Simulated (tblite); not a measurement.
Run report: P5H5, geometry relaxation

The run: geometry relaxation of P5H5. Method and program: GFN2-xTB geometry optimisation, gas phase (tblite 0.8.0).

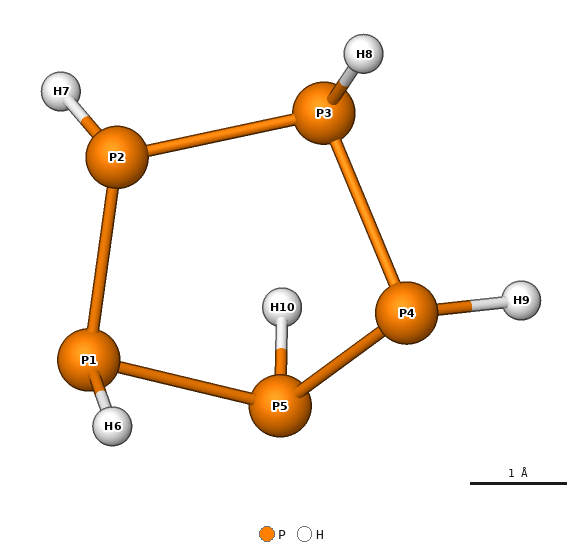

**Figure 1.** The input geometry (ball-and-stick view, seen at an oblique angle; atoms are numbered from 1 in the order of the input). Bond lengths as drawn: H–P 1.41 to 1.42 Å and P–P 2.26 to 2.29 Å.

**Input file**
```
{"job": {"kind": "relax", "xc": "GFN2-xTB", "basis": "xTB"}, "charge": 0, "multiplicity": 1}
P     -0.531800    -1.772500    -0.663200
P      1.527200    -1.030100    -0.106700
P      1.124000     0.869500     1.058100
P     -0.695000     1.586400    -0.129200
P     -1.914300    -0.281100     0.374200
H     -0.622400    -1.212700    -1.963600
H      1.753400    -1.873000     1.015900
H      2.100600     1.722400     0.483600
H     -1.236000     2.472900     0.829000
H     -1.496700    -0.477300     1.708200
```

The first line tells a small driver script what to run in tblite; the rest is the geometry in Å.

Machine: 1 CPU thread, shared host.

Run as:
```bash
OMP_NUM_THREADS=1 python <driver script> task.json out
```

**Output**
```
step      E/eV     max force
  0    -412.68436    1.231
  1    -412.76648    0.932
  2    -412.95962    1.039
  3    -413.00082    0.676
  4    -413.10004    0.375
  5    -413.11452    0.311
  6    -413.11977    0.163
  7    -413.12154    0.111
  8    -413.12299    0.133
  9    -413.12466    0.148
 10    -413.12695    0.133
 11    -413.12922    0.160
 12    -413.13092    0.132
 13    -413.13204    0.100
 14    -413.13316    0.142
 15    -413.13484    0.170
 16    -413.13728    0.162
 17    -413.14002    0.159
 18    -413.14213    0.109
 19    -413.14331    0.098
 20    -413.14406    0.085
 21    -413.14518    0.091
 22    -413.14684    0.119
 23    -413.14846    0.124
 24    -413.14926    0.103
 25    -413.14982    0.076
 26    -413.15038    0.074
 27    -413.15095    0.081
 28    -413.15165    0.076
 29    -413.15219    0.064
 30    -413.15247    0.037
 31    -413.15260    0.026
 32    -413.15270    0.031
 33    -413.15285    0.044
 34    -413.15311    0.051
 35    -413.15342    0.054
 36    -413.15367    0.039
 37    -413.15382    0.037
 38    -413.15393    0.038
 39    -413.15413    0.054
 40    -413.15451    0.068
 41    -413.15513    0.073
 42    -413.15585    0.075
 43    -413.15635    0.057
 44    -413.15667    0.060
 45    -413.15704    0.059
 46    -413.15763    0.076
 47    -413.15846    0.087
 48    -413.15922    0.089
 49    -413.15968    0.050
 50    -413.15991    0.040
 51    -413.16007    0.041
 52    -413.16028    0.042
 53    -413.16060    0.042
 54    -413.16080    0.031
 55    -413.16088    0.020
 56    -413.16092    0.014
 57    -413.16096    0.013
 58    -413.16099    0.017
 59    -413.16102    0.016
 60    -413.16104    0.013
 61    -413.16106    0.010
```

**Trajectory as extended XYZ (Å, eV, eV/Å), 21 of the 62 frames kept, from step=0 to step=61**
```
10
Properties=species:S:1:pos:R:3:forces:R:3 step=0 energy=-412.68436
P    -0.5318   -1.7725   -0.6632    0.0870   0.5080   1.0030
P     1.5272   -1.0301   -0.1067   -0.3180   0.5790  -0.2500
P     1.1240    0.8695    1.0581   -0.6470  -0.1420  -0.3300
P    -0.6950    1.5864   -0.1292    0.5100  -0.9920   0.5200
P    -1.9143   -0.2811    0.3742    0.5730   0.4610  -0.7930
H    -0.6224   -1.2127   -1.9636    0.1530   0.1780   0.4610
H     1.7534   -1.8730    1.0159   -0.4300   0.3440  -0.2190
H     2.1006    1.7224    0.4836   -0.3440  -0.4000  -0.1970
H    -1.2360    2.4729    0.8290    0.1750  -0.4240   0.0580
H    -1.4967   -0.4773    1.7082    0.2420  -0.1120  -0.2550
10
Properties=species:S:1:pos:R:3:forces:R:3 step=3 energy=-413.00082
P    -0.5221   -1.7245   -0.5765    0.0590  -0.0560  -0.0450
P     1.5009   -0.9750   -0.1297    0.1070   0.1250  -0.0600
P     1.0757    0.8522    1.0441    0.3280  -0.1470   0.5450
P    -0.6475    1.5124   -0.0942    0.0790   0.5040  -0.4440
P    -1.8682   -0.2411    0.3162   -0.3160  -0.0360   0.2760
H    -0.6057   -1.1988   -1.9026    0.0860  -0.0240   0.5380
H     1.7067   -1.8299    0.9872   -0.2360   0.3580  -0.2480
H     2.0585    1.6785    0.4613   -0.3160  -0.2290  -0.1580
H    -1.2131    2.4187    0.8330    0.2040  -0.4640   0.0200
H    -1.4763   -0.4879    1.6674    0.0040  -0.0290  -0.4240
10
Properties=species:S:1:pos:R:3:forces:R:3 step=6 energy=-413.11977
P    -0.5128   -1.7128   -0.5273   -0.0640  -0.1500  -0.0010
P     1.4990   -0.9288   -0.1510    0.0080   0.0200   0.0070
P     1.0794    0.8300    1.0922   -0.0620   0.0790  -0.0100
P    -0.6083    1.5197   -0.1225    0.0770  -0.0050   0.0020
P    -1.8821   -0.2196    0.3000   -0.0780   0.0320  -0.1070
H    -0.5882   -1.1908   -1.8200   -0.0070  -0.0010  -0.0370
H     1.6592   -1.7714    0.9489    0.0820   0.0010   0.0260
H     2.0053    1.6322    0.4315    0.0330   0.0240  -0.0250
H    -1.1808    2.3429    0.8439    0.0260  -0.0510   0.1150
H    -1.4618   -0.4969    1.6105   -0.0150   0.0510   0.0310
10
Properties=species:S:1:pos:R:3:forces:R:3 step=9 energy=-413.12466
P    -0.5194   -1.7273   -0.5277    0.0040   0.0680  -0.0230
P     1.4974   -0.9264   -0.1496   -0.0970  -0.0290   0.0340
P     1.0750    0.8376    1.0928    0.0550  -0.0140  -0.0170
P    -0.6013    1.5216   -0.1234   -0.0830   0.0390   0.0230
P    -1.8892   -0.2168    0.2895    0.0880  -0.0330   0.0210
H    -0.5886   -1.1923   -1.8207   -0.0030  -0.0590   0.0230
H     1.6685   -1.7688    0.9506    0.0690   0.0240   0.0050
H     2.0073    1.6337    0.4280   -0.0010   0.0030   0.0010
H    -1.1758    2.3332    0.8574    0.0430  -0.0730   0.0370
H    -1.4651   -0.4897    1.6094   -0.0750   0.0740  -0.1040
10
Properties=species:S:1:pos:R:3:forces:R:3 step=12 energy=-413.13092
P    -0.5292   -1.7406   -0.5280    0.0520   0.0900   0.0810
P     1.4805   -0.9257   -0.1438    0.0230  -0.0210  -0.0430
P     1.0757    0.8468    1.0912    0.0500  -0.0810  -0.0110
P    -0.6012    1.5294   -0.1216   -0.0450   0.0080  -0.0080
P    -1.8886   -0.2153    0.2710   -0.0050   0.0230  -0.0600
H    -0.5893   -1.2043   -1.8184    0.0050  -0.0530  -0.0250
H     1.6943   -1.7598    0.9541    0.0000   0.0110   0.0100
H     2.0100    1.6356    0.4211    0.0000  -0.0090  -0.0120
H    -1.1610    2.3048    0.8885   -0.0430   0.0170   0.0580
H    -1.4822   -0.4662    1.5920   -0.0380   0.0140   0.0100
10
Properties=species:S:1:pos:R:3:forces:R:3 step=15 energy=-413.13484
P    -0.5265   -1.7335   -0.5151   -0.0110  -0.0670  -0.0260
P     1.4774   -0.9272   -0.1480    0.1660  -0.0020  -0.0350
P     1.0823    0.8394    1.0876   -0.0450   0.0250  -0.0500
P    -0.6058    1.5358   -0.1186    0.0680   0.0540   0.0820
P    -1.8893   -0.2093    0.2529   -0.0900   0.0520   0.0190
H    -0.5880   -1.2207   -1.8170    0.0160  -0.0650   0.0110
H     1.7066   -1.7511    0.9555   -0.0180  -0.0070  -0.0190
H     2.0096    1.6332    0.4146    0.0100  -0.0110  -0.0080
H    -1.1588    2.2888    0.9141   -0.0430   0.0170   0.0170
H    -1.4987   -0.4508    1.5804   -0.0530   0.0040   0.0080
10
Properties=species:S:1:pos:R:3:forces:R:3 step=18 energy=-413.14213
P    -0.5222   -1.7302   -0.4949   -0.0190  -0.0600  -0.0540
P     1.4985   -0.9347   -0.1624    0.0060   0.0240   0.0030
P     1.0919    0.8283    1.0702   -0.0260   0.0750  -0.0070
P    -0.6089    1.5614   -0.0984    0.0310   0.0390   0.0870
P    -1.9047   -0.1894    0.2179    0.0850   0.0110   0.0680
H    -0.5833   -1.2700   -1.8179    0.0240  -0.0580   0.0570
H     1.7338   -1.7376    0.9575   -0.0310  -0.0210  -0.0630
H     2.0147    1.6296    0.4007    0.0040   0.0000  -0.0060
H    -1.1640    2.2629    0.9734    0.0070   0.0080  -0.0370
H    -1.5468   -0.4158    1.5602   -0.0820  -0.0170  -0.0470
10
Properties=species:S:1:pos:R:3:forces:R:3 step=21 energy=-413.14518
P    -0.5225   -1.7373   -0.4893    0.0340   0.0060   0.0750
P     1.5030   -0.9331   -0.1679   -0.0850   0.0310  -0.0080
P     1.0939    0.8327    1.0651    0.0620  -0.0100   0.0630
P    -0.6057    1.5754   -0.0837   -0.0030   0.0130  -0.0560
P    -1.9006   -0.1802    0.2062    0.0310  -0.0150  -0.0840
H    -0.5787   -1.2957   -1.8129    0.0040  -0.0220  -0.0330
H     1.7417   -1.7344    0.9505   -0.0190  -0.0250  -0.0360
H     2.0175    1.6287    0.3932    0.0160   0.0220  -0.0160
H    -1.1644    2.2528    0.9962   -0.0170   0.0500   0.0290
H    -1.5753   -0.4043    1.5489   -0.0250  -0.0490   0.0670
10
Properties=species:S:1:pos:R:3:forces:R:3 step=24 energy=-413.14926
P    -0.5158   -1.7448   -0.4666   -0.0030   0.0350   0.0230
P     1.4994   -0.9241   -0.1801   -0.0120   0.0350   0.0180
P     1.1086    0.8378    1.0655    0.0340   0.0080   0.0250
P    -0.6000    1.6038   -0.0622    0.0310  -0.0230   0.0010
P    -1.8866   -0.1654    0.1746   -0.0960  -0.0200  -0.0320
H    -0.5689   -1.3495   -1.8055   -0.0230  -0.0300  -0.0150
H     1.7502   -1.7321    0.9291    0.0230  -0.0170  -0.0110
H     2.0240    1.6293    0.3769    0.0280   0.0220   0.0040
H    -1.1684    2.2427    1.0393    0.0060   0.0250  -0.0070
H    -1.6335   -0.3930    1.5351    0.0120  -0.0350  -0.0070
10
Properties=species:S:1:pos:R:3:forces:R:3 step=27 energy=-413.15095
P    -0.5148   -1.7410   -0.4628   -0.0370   0.0100  -0.0260
P     1.4966   -0.9172   -0.1785    0.0280   0.0030   0.0090
P     1.1158    0.8415    1.0721   -0.0080   0.0320   0.0050
P    -0.5957    1.6021   -0.0602   -0.0220  -0.0450   0.0470
P    -1.8937   -0.1676    0.1725    0.0080   0.0340   0.0540
H    -0.5709   -1.3578   -1.8068   -0.0160  -0.0300   0.0220
H     1.7488   -1.7378    0.9220    0.0270   0.0090  -0.0130
H     2.0290    1.6336    0.3775    0.0050   0.0020   0.0170
H    -1.1697    2.2525    1.0348    0.0310  -0.0080  -0.0340
H    -1.6366   -0.4036    1.5358   -0.0150  -0.0060  -0.0790
10
Properties=species:S:1:pos:R:3:forces:R:3 step=30 energy=-413.15247
P    -0.5179   -1.7390   -0.4499   -0.0060   0.0030   0.0060
P     1.4959   -0.9075   -0.1811   -0.0010  -0.0120  -0.0210
P     1.1272    0.8492    1.0767   -0.0040  -0.0180   0.0120
P    -0.5919    1.6067   -0.0440   -0.0130  -0.0020  -0.0150
P    -1.9005   -0.1571    0.1553    0.0310   0.0190  -0.0090
H    -0.5721   -1.3945   -1.8027   -0.0150  -0.0040   0.0060
H     1.7637   -1.7360    0.9090    0.0200   0.0170   0.0010
H     2.0370    1.6375    0.3717   -0.0140   0.0030   0.0210
H    -1.1651    2.2467    1.0552    0.0130   0.0050  -0.0090
H    -1.6674   -0.4013    1.5161   -0.0110  -0.0120   0.0080
10
Properties=species:S:1:pos:R:3:forces:R:3 step=34 energy=-413.15311
P    -0.5194   -1.7377   -0.4395    0.0090  -0.0240   0.0030
P     1.4964   -0.9055   -0.1894    0.0000   0.0120   0.0070
P     1.1305    0.8456    1.0784   -0.0200  -0.0070  -0.0260
P    -0.5894    1.6130   -0.0384    0.0480   0.0180   0.0010
P    -1.8975   -0.1471    0.1424   -0.0360  -0.0260   0.0160
H    -0.5761   -1.4168   -1.7973   -0.0100  -0.0010  -0.0030
H     1.7778   -1.7281    0.9022    0.0140   0.0010  -0.0150
H     2.0359    1.6388    0.3740    0.0000   0.0040   0.0260
H    -1.1598    2.2421    1.0677    0.0000   0.0150  -0.0060
H    -1.6895   -0.3998    1.5063   -0.0050   0.0080  -0.0040
10
Properties=species:S:1:pos:R:3:forces:R:3 step=37 energy=-413.15382
P    -0.5221   -1.7390   -0.4368    0.0120  -0.0120   0.0060
P     1.4954   -0.9035   -0.1941   -0.0010   0.0140  -0.0040
P     1.1275    0.8409    1.0816   -0.0100  -0.0020   0.0000
P    -0.5821    1.6121   -0.0419   -0.0170  -0.0120   0.0010
P    -1.8990   -0.1462    0.1439   -0.0040  -0.0130   0.0080
H    -0.5869   -1.4227   -1.7959    0.0090  -0.0020   0.0060
H     1.7904   -1.7242    0.8959   -0.0020  -0.0040  -0.0270
H     2.0340    1.6439    0.3899    0.0110  -0.0100   0.0190
H    -1.1536    2.2532    1.0571    0.0020   0.0060  -0.0050
H    -1.6946   -0.4099    1.5066    0.0010   0.0370  -0.0050
10
Properties=species:S:1:pos:R:3:forces:R:3 step=40 energy=-413.15451
P    -0.5205   -1.7447   -0.4315   -0.0100   0.0390  -0.0010
P     1.4937   -0.8974   -0.1998    0.0020  -0.0060  -0.0400
P     1.1232    0.8377    1.0837    0.0080  -0.0010   0.0510
P    -0.5798    1.6114   -0.0424   -0.0580  -0.0230  -0.0260
P    -1.9010   -0.1485    0.1430    0.0250   0.0120  -0.0510
H    -0.5914   -1.4324   -1.7923    0.0100  -0.0110   0.0230
H     1.8006   -1.7224    0.8821    0.0070  -0.0100  -0.0080
H     2.0363    1.6447    0.4053    0.0040  -0.0130   0.0090
H    -1.1488    2.2610    1.0532   -0.0020  -0.0080  -0.0030
H    -1.7034   -0.4048    1.5050    0.0140   0.0210   0.0450
10
Properties=species:S:1:pos:R:3:forces:R:3 step=43 energy=-413.15635
P    -0.5160   -1.7516   -0.3995   -0.0240   0.0510  -0.0080
P     1.4920   -0.8750   -0.2335   -0.0020  -0.0100   0.0030
P     1.1130    0.8204    1.0970   -0.0040   0.0140   0.0220
P    -0.5762    1.6130   -0.0406    0.0190   0.0110  -0.0220
P    -1.9050   -0.1436    0.1195    0.0090   0.0260  -0.0070
H    -0.6065   -1.4906   -1.7689    0.0070  -0.0230   0.0040
H     1.8482   -1.7074    0.8270    0.0280  -0.0290  -0.0160
H     2.0413    1.6428    0.4578   -0.0130  -0.0100   0.0060
H    -1.1295    2.2749    1.0561   -0.0400  -0.0360  -0.0130
H    -1.7525   -0.3782    1.4914    0.0210   0.0060   0.0310
10
Properties=species:S:1:pos:R:3:forces:R:3 step=46 energy=-413.15763
P    -0.5169   -1.7440   -0.3815    0.0100  -0.0490   0.0180
P     1.4919   -0.8636   -0.2501   -0.0180   0.0230   0.0500
P     1.1081    0.8121    1.1081   -0.0180  -0.0150  -0.0360
P    -0.5709    1.6148   -0.0422    0.0480   0.0340   0.0200
P    -1.9073   -0.1343    0.1071   -0.0110   0.0300   0.0690
H    -0.6128   -1.5258   -1.7555   -0.0010  -0.0030  -0.0320
H     1.8763   -1.7041    0.7949    0.0180  -0.0240  -0.0270
H     2.0412    1.6394    0.4845    0.0020   0.0080   0.0070
H    -1.1271    2.2742    1.0548   -0.0430  -0.0240  -0.0230
H    -1.7735   -0.3641    1.4862    0.0140   0.0190  -0.0450
10
Properties=species:S:1:pos:R:3:forces:R:3 step=49 energy=-413.15968
P    -0.5177   -1.7437   -0.3586    0.0010  -0.0470   0.0160
P     1.4854   -0.8432   -0.2681   -0.0160  -0.0090   0.0100
P     1.0915    0.7993    1.1245    0.0290  -0.0200  -0.0010
P    -0.5583    1.6186   -0.0510   -0.0130   0.0020   0.0230
P    -1.9083   -0.1226    0.1034    0.0140   0.0150  -0.0100
H    -0.6218   -1.5683   -1.7394   -0.0150   0.0090   0.0020
H     1.9195   -1.7088    0.7373   -0.0050   0.0190  -0.0080
H     2.0415    1.6339    0.5364    0.0040   0.0050   0.0080
H    -1.1332    2.2759    1.0360   -0.0310   0.0180  -0.0030
H    -1.7898   -0.3365    1.4858    0.0320   0.0080  -0.0360
10
Properties=species:S:1:pos:R:3:forces:R:3 step=52 energy=-413.16028
P    -0.5182   -1.7514   -0.3538   -0.0220   0.0290  -0.0200
P     1.4804   -0.8403   -0.2708    0.0000  -0.0180  -0.0330
P     1.0897    0.7951    1.1276    0.0020   0.0080   0.0240
P    -0.5566    1.6190   -0.0515    0.0120   0.0010   0.0080
P    -1.9055   -0.1214    0.1021    0.0070  -0.0230  -0.0350
H    -0.6258   -1.5718   -1.7358   -0.0090  -0.0130   0.0300
H     1.9268   -1.7070    0.7263    0.0030   0.0050   0.0150
H     2.0417    1.6336    0.5484    0.0060  -0.0030  -0.0010
H    -1.1366    2.2794    1.0306   -0.0270   0.0120   0.0070
H    -1.7870   -0.3304    1.4830    0.0270   0.0010   0.0040
10
Properties=species:S:1:pos:R:3:forces:R:3 step=55 energy=-413.16088
P    -0.5208   -1.7511   -0.3426    0.0080   0.0070  -0.0120
P     1.4773   -0.8362   -0.2803   -0.0040   0.0090   0.0040
P     1.0917    0.7899    1.1347   -0.0170   0.0020  -0.0100
P    -0.5513    1.6240   -0.0451    0.0120   0.0120   0.0060
P    -1.9039   -0.1146    0.0897    0.0020  -0.0130   0.0140
H    -0.6306   -1.5948   -1.7257   -0.0090  -0.0130   0.0020
H     1.9417   -1.7037    0.7087   -0.0070   0.0050   0.0040
H     2.0438    1.6317    0.5602    0.0090  -0.0060   0.0020
H    -1.1467    2.2788    1.0338    0.0020  -0.0030   0.0010
H    -1.7922   -0.3194    1.4727    0.0030   0.0010  -0.0120
10
Properties=species:S:1:pos:R:3:forces:R:3 step=58 energy=-413.16099
P    -0.5195   -1.7511   -0.3369    0.0050  -0.0020   0.0020
P     1.4765   -0.8322   -0.2852    0.0000   0.0020   0.0070
P     1.0915    0.7886    1.1356    0.0050   0.0030  -0.0010
P    -0.5488    1.6290   -0.0406   -0.0140  -0.0010  -0.0100
P    -1.9028   -0.1123    0.0830    0.0060   0.0110  -0.0070
H    -0.6326   -1.6106   -1.7209   -0.0070  -0.0060  -0.0050
H     1.9479   -1.7001    0.7006   -0.0070   0.0080  -0.0020
H     2.0461    1.6302    0.5639    0.0030  -0.0070   0.0070
H    -1.1468    2.2771    1.0408    0.0030  -0.0020   0.0040
H    -1.8025   -0.3139    1.4662    0.0070  -0.0060   0.0050
10
Properties=species:S:1:pos:R:3:forces:R:3 step=61 energy=-413.16106
P    -0.5183   -1.7513   -0.3318   -0.0060  -0.0030   0.0020
P     1.4749   -0.8276   -0.2892    0.0040   0.0020  -0.0090
P     1.0899    0.7868    1.1375   -0.0040   0.0050   0.0020
P    -0.5477    1.6315   -0.0402    0.0000   0.0040  -0.0030
P    -1.9015   -0.1099    0.0781   -0.0050   0.0020  -0.0040
H    -0.6368   -1.6232   -1.7166    0.0010  -0.0040  -0.0040
H     1.9535   -1.6958    0.6917   -0.0010  -0.0030   0.0050
H     2.0479    1.6279    0.5719    0.0070   0.0010   0.0030
H    -1.1454    2.2769    1.0430   -0.0010  -0.0010   0.0020
H    -1.8076   -0.3106    1.4618    0.0060  -0.0030   0.0050
```

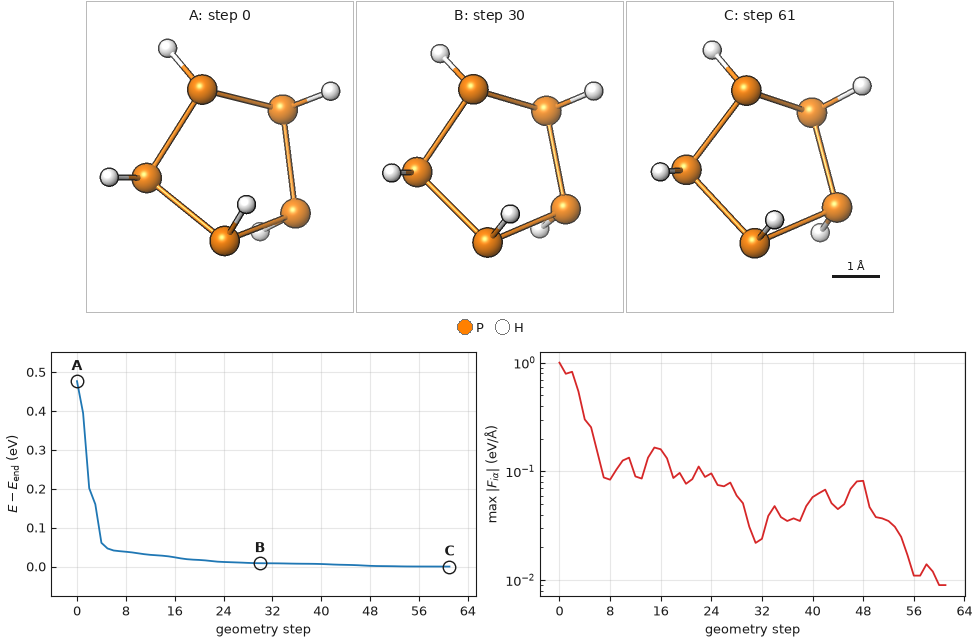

**Figure 2.** Frames of the relaxation (ball-and-stick view, seen at a tilt) above the curves, on which the letters mark them (steps are counted from 0).

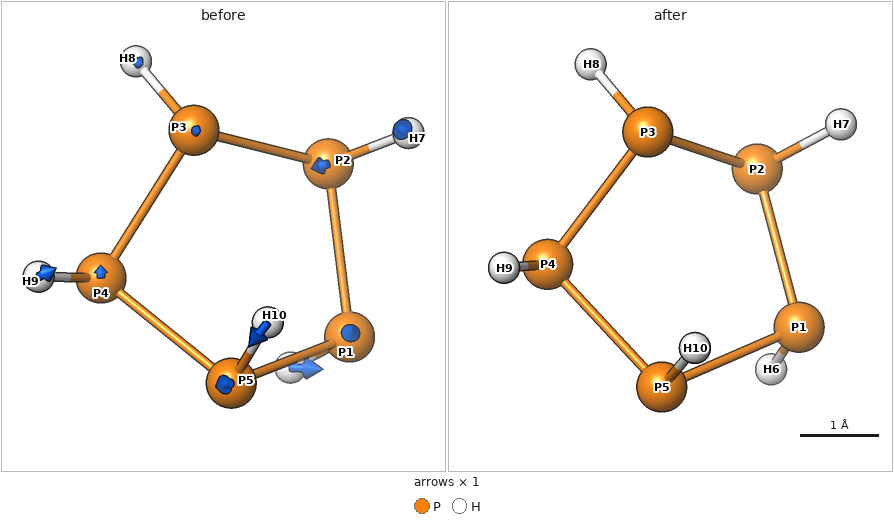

**Figure 3.** Before (left) and after (right) the relaxation, at one scale (ball-and-stick view, seen at a tilt). The blue arrows give the displacements, at true length. The atom that moves furthest after the best rigid fit is H6 (0.48 Å). By element the largest moves are H 0.48 Å, P 0.34 Å. Among the contacts that change: P3–P4 2.287 → 2.187 Å, P1–P5 2.283 → 2.185 Å, P4–P5 2.286 → 2.209 Å, P2–P3 2.264 → 2.189 Å. Among the angles that change: P1–P5–H10 99.2° → 92.0°, P2–P3–H8 100.0° → 93.4°, P5–P4–H9 99.1° → 93.5°. The energy falls by 0.477 eV in 61 geometry steps. The largest force component goes from 1 to 0.009 eV/Å. (Atoms are counted from 1 in the order of the input.)

**Results in brief**

```csv
quantity,value
outcome,converged
total energy,−413.1611 eV
peak memory,0.18 GiB
```
